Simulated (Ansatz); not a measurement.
# SiPH3 (triplet): wave-function methods side by side at a displaced geometry (v2), cc-pVDZ

How much of the correlation energy of SiPH3 (triplet) does each wave-function method recover here?

Program: Ansatz 0.2.0, Gaussian basis. Level of theory: cc-pVDZ, core rule «outside noble gas», up to 10 orbitals frozen. These are calculated values, not measurements.

The runs, in order: UHF; CCSD(T) on ROHF; CCSD(T) on UHF; BCCD(T) on ROHF; CISD as a restricted active space (open shells left free, so some higher excitations enter); CCSDT(Q) on ROHF; CCSDT(Q) on UHF.

17 further runs of the same task are left out: 8 that didn't finish, 9 set aside as unsound or not needed. Runs told in other sessions of the task aren't counted.

## 1. What is computed

The geometry is a PBE0/def2-TZVP stationary point (not a proven minimum) with its atoms shifted at random (size 0.100 Å).

5 atoms, charge 0, spin multiplicity 3.

Atoms are counted from 1 here; the program's logs count them from 0.

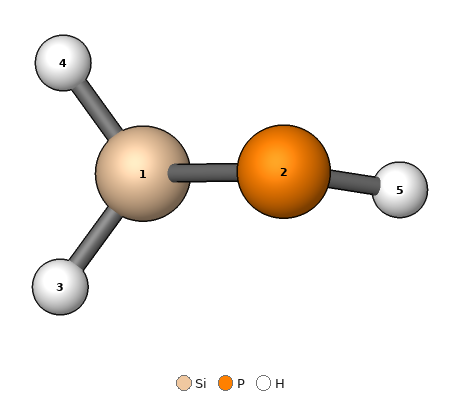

The structure; silicon light orange, phosphorus orange, hydrogen white; atoms are numbered from 1 in the order of the file.

In the tables R marks a restricted open-shell determinant and U an unrestricted one; energies count from the table's Hartree-Fock row.

## 2. UHF

Input file in.yaml:

```yaml
crystal:
  periodic: [false, false, false]
  atoms:
    - {symbol: Si, position_ang: [-0.029663, -0.000901, 1.131551]}
    - {symbol: P, position_ang: [0.031268, 0.007473, -1.090698]}
    - {symbol: H, position_ang: [0.545902, -1.231365, 1.713454]}
    - {symbol: H, position_ang: [0.629025, 1.126186, 1.731669]}
    - {symbol: H, position_ang: [-1.309248, -0.099346, -1.458056]}
basis:
  gaussian: {orbitals: cc-pVDZ}
magnetization: {spin_polarized: true, initial_magnetization: 2}
hamiltonian: {xc: hf}
output: {orbitals: {seedname: orbitals}}
```

Run with:

```
$ ansatz run in.yaml --threads 1 --pin off --events-out ev --progress --plain --max-ram 2393MiB
```

The log of the run:

```text
Functional definition: HF
  name "HF"
  cite "Fock, Z. Phys. 61, 126 (1930) doi:10.1007/BF01340294"
  parent pbe
  exchange = exact_x
  correlation = 0
507 factors; integrals over basis functions are off by at most 9.2e-4 eV
mean field evaluation 1: about -17178.8810 eV, gradient 8.4e0 eV
mean field evaluation 2: about -17178.9070 eV, gradient 8.4e0 eV
mean field evaluation 4: about -17180.0250 eV, gradient 9.6e-1 eV
mean field evaluation 8: about -17180.0537 eV, gradient 7.8e-2 eV
mean field -17180.05409995 eV, -631.3553431144 hartree, gradient 5.9e-5 eV, S^2 2.018500; 0 other end points of the search recorded, 0 dependent functions left out
reference -17180.05409995 eV, -631.3553431144 hartree; 17, 15 occupied and 34, 36 virtual orbitals, 507 factors
Total energy: -17180.05409995 eV, -631.3553431144 hartree
```

Run time: 0.42 s. Hardware: 1 thread of Arm Neoverse V2, shared host.

From the report: ⟨S²⟩ of the determinant 2.018 (pure triplet: 2.00).

## 3. CCSD(T) on ROHF

in.yaml, as its differences from that of step 2:

```diff
@@ -10,4 +10,3 @@
   gaussian: {orbitals: cc-pVDZ}
-magnetization: {spin_polarized: true, initial_magnetization: 2}
-hamiltonian: {xc: hf}
-output: {orbitals: {seedname: orbitals}}
+magnetization: {spin_polarized: false, initial_magnetization: 2}
+correlation: {method: ccsd_t, electrons: outside_noble_gas}
```

Launched as before.

The log of the run (excerpt; [...] marks lines left out):

```text
Functional definition: HF
  name "HF"
  cite "Fock, Z. Phys. 61, 126 (1930) doi:10.1007/BF01340294"
  parent pbe
[...]
507 factors; integrals over basis functions are off by at most 9.2e-4 eV
[...]
mean field -17179.90321498 eV, -631.3497981938 hartree, gradient 2.8e-6 eV, S^2 2.000000; 1 other end points of the search recorded, 0 dependent functions left out
determinant -17179.90321498 eV, -631.3497981938 hartree, with singles and doubles -17186.18741175 eV, -631.5807381654 hartree
determinant -17177.84551144 eV, -631.2741789836 hartree, with singles and doubles -17184.08107500 eV, -631.5033317177 hartree
10 core orbitals not correlated: weight in the atoms' cores, before any rotation towards them, 1.000 or more for the frozen orbitals, at most 0.000 for the correlated occupied ones
reference -17179.90321498 eV, -631.3497981938 hartree; 7, 5 occupied and 34, 36 virtual orbitals, 507 factors
second order -5.08007819 eV of doubles, -0.09148548 eV of singles
cycle   1  -6.28437580 eV  change   -1.8e-4 eV  update   8.5e-4
[...]
cycle   8  -6.28463012 eV  change    1.0e-5 eV  update   6.2e-6
perturbative correction -0.17277489 eV, -0.0063493603 hartree
Total energy: -17186.36061999 eV, -631.5871034510 hartree
```

Wall time 2 s (1 thread of Arm Neoverse V2, shared host).

From the report: correlation -6.4574 eV; T1 0.023; largest double amplitude 0.03.

## 4. CCSD(T) on UHF

in.yaml, as its differences from that of step 3:

```diff
@@ -10,3 +10,3 @@
   gaussian: {orbitals: cc-pVDZ}
-magnetization: {spin_polarized: false, initial_magnetization: 2}
+magnetization: {spin_polarized: true, initial_magnetization: 2}
 correlation: {method: ccsd_t, electrons: outside_noble_gas}
```

Launched as before.

The log of the run (excerpt; [...] marks lines left out):

```text
Functional definition: HF
  name "HF"
  cite "Fock, Z. Phys. 61, 126 (1930) doi:10.1007/BF01340294"
  parent pbe
[...]
507 factors; integrals over basis functions are off by at most 9.2e-4 eV
[...]
mean field -17180.05409995 eV, -631.3553431144 hartree, gradient 1.9e-6 eV, S^2 2.018500; 1 other end points of the search recorded, 0 dependent functions left out
determinant -17180.05409995 eV, -631.3553431144 hartree, with singles and doubles -17186.19126094 eV, -631.5808796209 hartree
determinant -17177.99134334 eV, -631.2795382071 hartree, with singles and doubles -17184.08504091 eV, -631.5034774621 hartree
10 core orbitals not correlated: weight in the atoms' cores, before any rotation towards them, 1.000 or more for the frozen orbitals, at most 0.000 for the correlated occupied ones
reference -17180.05409995 eV, -631.3553431144 hartree; 7, 5 occupied and 34, 36 virtual orbitals, 507 factors
second order -5.00672000 eV of doubles, -0.00000000 eV of singles
cycle   1  -6.13726407 eV  change   -1.0e-4 eV  update   8.4e-4
[...]
cycle   8  -6.13750111 eV  change    1.2e-5 eV  update   5.8e-6
perturbative correction -0.16908430 eV, -0.0062137336 hartree
Total energy: -17186.36068537 eV, -631.5871058536 hartree
```

It took 1.9 s on 1 thread of Arm Neoverse V2, shared host.

From the report: ⟨S²⟩ of the determinant 2.018 (pure triplet: 2.00); correlation -6.3066 eV; T1 0.018; largest double amplitude 0.03.

## 5. BCCD(T) on ROHF

in.yaml, as its differences from that of step 4:

```diff
@@ -10,3 +10,3 @@
   gaussian: {orbitals: cc-pVDZ}
-magnetization: {spin_polarized: true, initial_magnetization: 2}
-correlation: {method: ccsd_t, electrons: outside_noble_gas}
+magnetization: {spin_polarized: false, initial_magnetization: 2}
+correlation: {method: bccd_t, electrons: outside_noble_gas}
```

The command is unchanged.

The log of the run (excerpt; [...] marks lines left out):

```text
Functional definition: HF
  name "HF"
  cite "Fock, Z. Phys. 61, 126 (1930) doi:10.1007/BF01340294"
  parent pbe
[...]
507 factors; integrals over basis functions are off by at most 9.2e-4 eV
[...]
mean field -17179.90321498 eV, -631.3497981938 hartree, gradient 2.8e-6 eV, S^2 2.000000; 1 other end points of the search recorded, 0 dependent functions left out
determinant -17179.90321498 eV, -631.3497981938 hartree, with singles and doubles -17186.18741175 eV, -631.5807381654 hartree
determinant -17177.84551144 eV, -631.2741789836 hartree, with singles and doubles -17184.08107500 eV, -631.5033317177 hartree
10 core orbitals not correlated: weight in the atoms' cores, before any rotation towards them, 1.000 or more for the frozen orbitals, at most 0.000 for the correlated occupied ones
reference -17179.90321498 eV, -631.3497981938 hartree; 7, 5 occupied and 34, 36 virtual orbitals, 507 factors
second order -5.08007819 eV of doubles, -0.09148548 eV of singles
cycle   1  -6.28273773 eV  change    1.5e-3 eV  update   5.8e-3
[...]
cycle  10  -6.28041208 eV  change    3.2e-7 eV  update   8.8e-6
perturbative correction -0.17806447 eV, -0.0065437485 hartree
Total energy: -17186.36169152 eV, -631.5871428291 hartree
```

It took 2.3 s on 1 thread of Arm Neoverse V2, shared host.

From the report: correlation -6.4585 eV; largest double amplitude 0.03.

## 6. CISD as a restricted active space (open shells left free, so some higher excitations enter)

in.yaml, as its differences from that of step 5:

```diff
@@ -11,2 +11,2 @@
 magnetization: {spin_polarized: false, initial_magnetization: 2}
-correlation: {method: bccd_t, electrons: outside_noble_gas}
+correlation: {active_space: {ras: {orbitals: [5, 2, 34], electrons: 12, max_holes: 2, max_particles: 2}, fixed_orbitals: true}}
```

Launched as before.

The log of the run:

```text
Functional definition: HF
  name "HF"
  cite "Fock, Z. Phys. 61, 126 (1930) doi:10.1007/BF01340294"
  parent pbe
  exchange = exact_x
  correlation = 0
507 factors; integrals over basis functions are off by at most 9.2e-4 eV
mean field evaluation 1: about -17178.8675 eV, gradient 1.0e1 eV
mean field evaluation 2: about -17178.8920 eV, gradient 1.0e1 eV
mean field evaluation 4: about -17179.8907 eV, gradient 8.1e-1 eV
mean field evaluation 8: about -17179.9016 eV, gradient 2.9e-1 eV
mean field -17179.90321498 eV, -631.3497981938 hartree, gradient 2.8e-6 eV, S^2 2.000000; 0 other end points of the search recorded, 0 dependent functions left out
reference -17179.90321498 eV, -631.3497981938 hartree; 17, 15 occupied and 34, 36 virtual orbitals, 507 factors
state -17185.65848208 eV, -631.5613003586 hartree
Total energy: -17185.65848208 eV, -631.5613003586 hartree
```

Run time: 2.3 s. Hardware: 1 thread of Arm Neoverse V2, shared host.

From the report: 253,791 determinants.

## 7. CCSDT(Q) on ROHF

in.yaml, as its differences from that of step 6:

```diff
@@ -11,2 +11,2 @@
 magnetization: {spin_polarized: false, initial_magnetization: 2}
-correlation: {active_space: {ras: {orbitals: [5, 2, 34], electrons: 12, max_holes: 2, max_particles: 2}, fixed_orbitals: true}}
+correlation: {method: ccsdt_q, electrons: outside_noble_gas}
```

Launched as before.

The log of the run (excerpt; [...] marks lines left out):

```text
Functional definition: HF
  name "HF"
  cite "Fock, Z. Phys. 61, 126 (1930) doi:10.1007/BF01340294"
  parent pbe
[...]
983 factors; integrals over basis functions are off by at most 2.1e-7 eV
[...]
mean field -17179.90327336 eV, -631.3498003391 hartree, gradient 2.8e-6 eV, S^2 2.000000; 1 other end points of the search recorded, 0 dependent functions left out
determinant -17179.90327336 eV, -631.3498003391 hartree, with singles and doubles -17186.18746061 eV, -631.5807399610 hartree
determinant -17177.84557197 eV, -631.2741812079 hartree, with singles and doubles -17184.08112377 eV, -631.5033335100 hartree
10 core orbitals not correlated: weight in the atoms' cores, before any rotation towards them, 1.000 or more for the frozen orbitals, at most 0.000 for the correlated occupied ones
reference -17179.90327336 eV, -631.3498003391 hartree; 7, 5 occupied and 34, 36 virtual orbitals, 983 factors
second order -5.08010990 eV of doubles, -0.09148549 eV of singles
cycle   1  -5.97863903 eV  change   -8.1e-1 eV  update   8.0e-2
[...]
cycle  18  -6.49133426 eV  change   -9.6e-7 eV  update   7.1e-7
perturbative correction -0.00897588 eV, -0.0003298574 hartree
Total energy: -17186.40358349 eV, -631.5886823306 hartree
```

Run time: 65 s. Hardware: 1 thread of Arm Neoverse V2, shared host; peak memory 0.68 GiB.

From the report: correlation -6.5003 eV; T1 0.024; largest double amplitude 0.03.

## 8. CCSDT(Q) on UHF

in.yaml, as its differences from that of step 7:

```diff
@@ -10,3 +10,3 @@
   gaussian: {orbitals: cc-pVDZ}
-magnetization: {spin_polarized: false, initial_magnetization: 2}
+magnetization: {spin_polarized: true, initial_magnetization: 2}
 correlation: {method: ccsdt_q, electrons: outside_noble_gas}
```

The command is unchanged.

The log of the run (excerpt; [...] marks lines left out):

```text
Functional definition: HF
  name "HF"
  cite "Fock, Z. Phys. 61, 126 (1930) doi:10.1007/BF01340294"
  parent pbe
[...]
983 factors; integrals over basis functions are off by at most 2.1e-7 eV
[...]
mean field -17180.05415870 eV, -631.3553452731 hartree, gradient 2.0e-6 eV, S^2 2.018500; 1 other end points of the search recorded, 0 dependent functions left out
determinant -17180.05415870 eV, -631.3553452731 hartree, with singles and doubles -17186.19130962 eV, -631.5808814096 hartree
determinant -17177.99140445 eV, -631.2795404526 hartree, with singles and doubles -17184.08509239 eV, -631.5034793540 hartree
10 core orbitals not correlated: weight in the atoms' cores, before any rotation towards them, 1.000 or more for the frozen orbitals, at most 0.000 for the correlated occupied ones
reference -17180.05415870 eV, -631.3553452731 hartree; 7, 5 occupied and 34, 36 virtual orbitals, 983 factors
second order -5.00675106 eV of doubles, -0.00000000 eV of singles
cycle   1  -5.81779099 eV  change   -8.1e-1 eV  update   8.0e-2
[...]
cycle  18  -6.34094012 eV  change   -1.1e-6 eV  update   7.5e-7
perturbative correction -0.00917715 eV, -0.0003372541 hartree
Total energy: -17186.40427597 eV, -631.5887077787 hartree
```

It took 57 s on 1 thread of Arm Neoverse V2, shared host; peak memory 0.57 GiB.

From the report: ⟨S²⟩ of the determinant 2.018 (pure triplet: 2.00); correlation -6.3501 eV; T1 0.019; largest double amplitude 0.03.

## 9. Misses and costs

The yardstick is UCCSDT(Q), where the cluster series has nearly closed. Rows without a time are mean-field rows or come out of runs for another level: lower rungs of the coupled-cluster runs, or the Hartree-Fock search.

Differences are taken before rounding.

| method | energy from the lowest ROHF (meV) | from UCCSDT(Q) (meV) | time |
| --- | --- | --- | --- |
| ROHF | 0.0 | +6501.1 |  |
| UHF | -150.9 | +6350.2 |  |
| RMP2 | -5171.6 | +1329.5 |  |
| UMP2 | -5157.6 | +1343.5 |  |
| CISD | -5755.3 | +745.8 | 2.3 s |
| RCCSD | -6284.6 | +216.4 |  |
| UCCSD | -6288.4 | +212.7 |  |
| RCCSD(T) | -6457.4 | +43.7 | 2 s |
| UCCSD(T) | -6457.5 | +43.6 | 1.9 s |
| BCCD(T) | -6458.5 | +42.6 | 2.3 s |
| RCCSDT | -6491.4 | +9.7 |  |
| UCCSDT | -6491.9 | +9.2 |  |
| RCCSDT(Q) | -6500.4 | +0.7 | 65 s |
| UCCSDT(Q) | -6501.1 | 0 | 57 s |

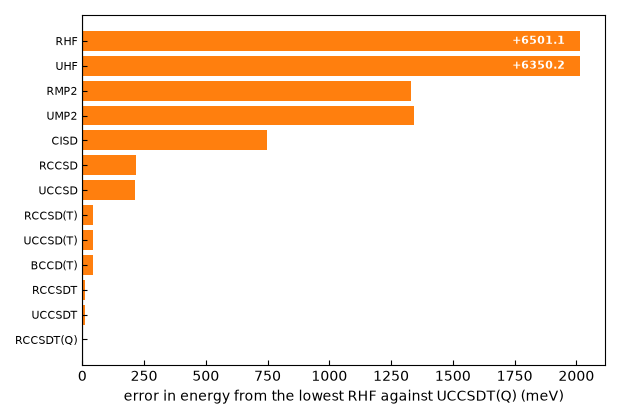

Error of each method against UCCSDT(Q). Bars with a number in them are cut short.

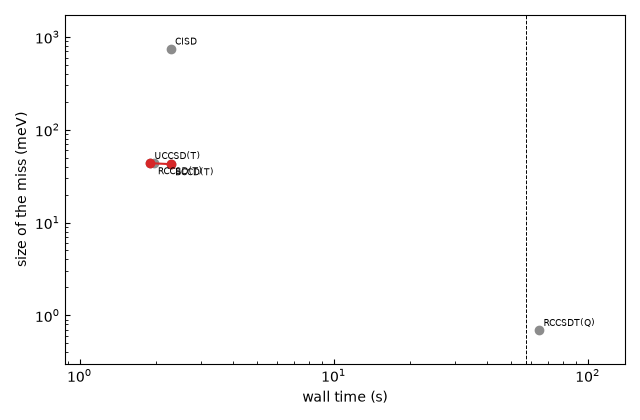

Accuracy for the time spent; red marks the levels that beat every quicker one drawn (of those quicker than the yardstick), and the dashed line is the time of UCCSDT(Q). Times are from a shared host.

## 10. What came out

| quantity | value |
| --- | --- |
| UCCSDT(Q) from the ROHF energy | -6.5011 eV |
| RMP2 from UCCSDT(Q) | +1329.5 meV |
| UMP2 from UCCSDT(Q) | +1343.5 meV |
| RCCSD from UCCSDT(Q) | +216.4 meV |
| RCCSD(T) from UCCSDT(Q) | +43.7 meV |
| UCCSD(T) from UCCSDT(Q) | +43.6 meV |
| RCCSDT(Q) from UCCSDT(Q) | +0.7 meV |
| levels within 1 kcal/mol (43 meV) | BCCD(T), RCCSDT, UCCSDT, RCCSDT(Q) |
| T1 diagnostic | 0.023 |

In words: RCCSD(T) misses by +43.7 meV, 0.7 % of the correlation energy. These misses are within one basis, not against nature; the frozen cores of restricted and unrestricted runs differ, which can shift their rows.

With open shells the CI space here admits some higher excitations, so it is larger than plain CISD.

BCCD(T) reaches 42.6 meV from the reference in 2.3 s, where UCCSDT(Q) took 57 s; the quickest level in the cost chart, UCCSD(T), takes 1.9 s and misses by 43.6 meV.
